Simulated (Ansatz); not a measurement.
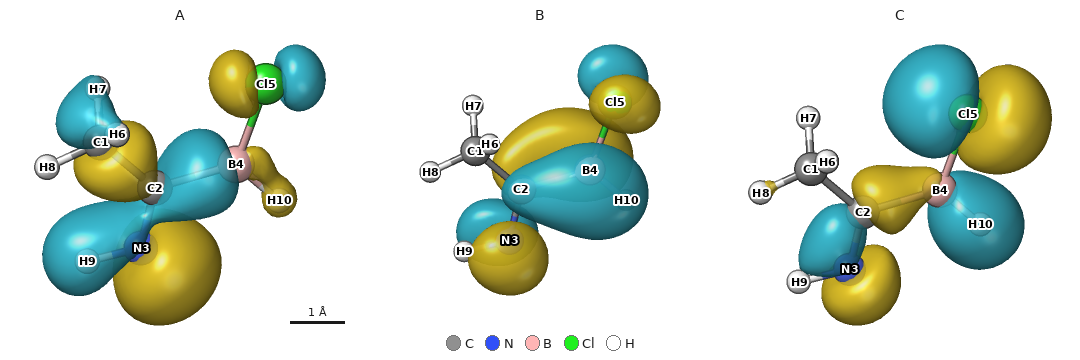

Figure 1: C2H5BClN (SMILES CC(=N)BCl). Three frontier orbitals at ±0.1 Å⁻³ᐟ² (yellow and cyan are the two phases), in no order.

Geometry: PBE0-D4/def2-TZVP.

All numbers below come from RKS PBE0-D4/def2-TZVPP (Ansatz).

```yaml
atoms:
  - { symbol: C, position_ang: [-0.9981, -0.6174, 0.1209] }
  - { symbol: C, position_ang: [0.3851, -0.0475, 0.2137] }
  - { symbol: N, position_ang: [1.2880, -0.4548, 1.0218] }
  - { symbol: B, position_ang: [0.8496, 1.1379, -0.7065] }
  - { symbol: Cl, position_ang: [-0.2476, 1.8360, -1.8694] }
  - { symbol: H, position_ang: [-1.7459, 0.1577, 0.3108] }
  - { symbol: H, position_ang: [-1.1935, -0.9884, -0.8892] }
  - { symbol: H, position_ang: [-1.1421, -1.4326, 0.8332] }
  - { symbol: H, position_ang: [0.9399, -1.2261, 1.6012] }
  - { symbol: H, position_ang: [1.9478, 1.5841, -0.6337] }
```

> Which picture is the HOMO−1, the HOMO and the LUMO?

C is the HOMO−1 (−8.90 eV). By Hirshfeld shares it lies mainly on Cl5 (about 55 %), N3 (about 10 %), B4 (about 10 %), H10 (about 10 %) and C2 (about 5 %). A is the HOMO (−7.68 eV). It lies mainly on N3 (about 55 %), C2 (about 15 %), C1 (about 10 %), H9 (about 5 %) and B4 (about 5 %). B is the LUMO (−2.35 eV). Its weight (Hirshfeld) is mainly on B4 (about 40 %), N3 (about 20 %), C2 (about 15 %) and Cl5 (about 15 %).

> What is the HOMO–LUMO gap?

5.33 eV between the orbital energies.
